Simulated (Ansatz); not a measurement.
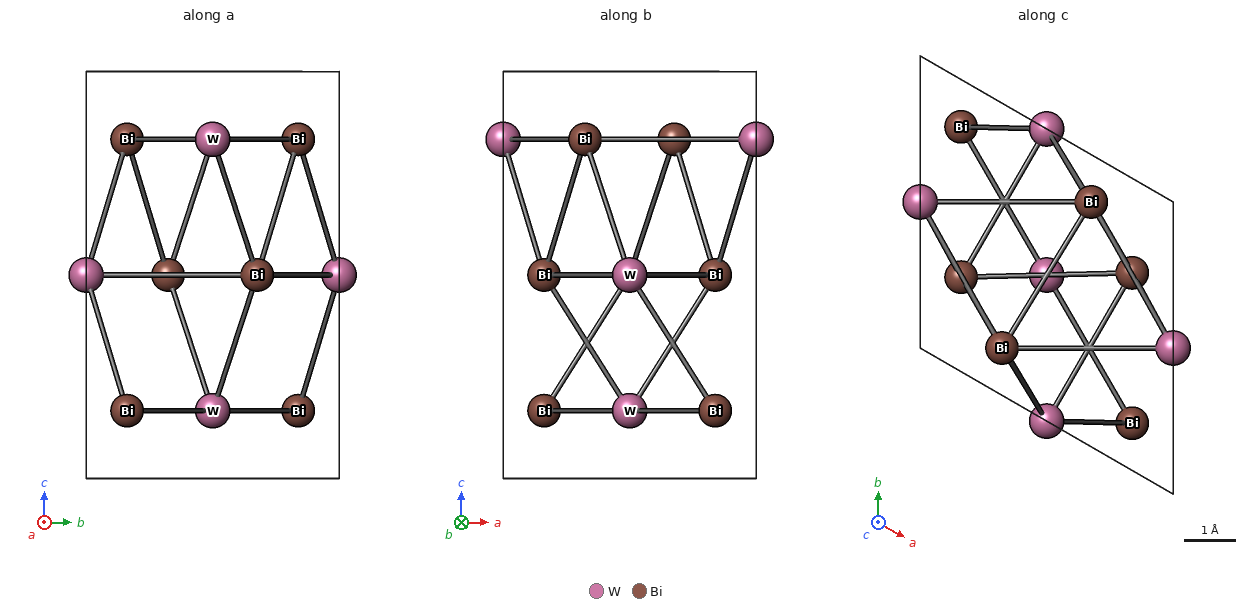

The image is a ball-and-stick drawing of a crystal, viewed along the a axis, along the b axis and along the c axis. The conventional unit cell is drawn as a box.

Lattice parameters: a = 5.826 Å, b = 5.826 Å, c = 8.116 Å, α = 90.00°, β = 90.00°, γ = 120.00°.

Write down what is shown as a table of Wyckoff sites, with free fractional coordinates to two decimals.

Space group P6_422 (No. 181).
```csv
atom,site,x,y,z
W,3d,0.50,0.50,0.1667
Bi,6j,0.84,0.16,0.1667
```

The geometry is that of a generated cell, made by putting these elements into a known structure type (the compound may or may not exist in this form), without relaxation. It was the input of a calculation with Ansatz.

At this level of theory the cell isn't at rest (stretched, at -6 GPa and forces up to 0.9 eV/Å), so its distances can differ from those at equilibrium, the more so the softer the solid.
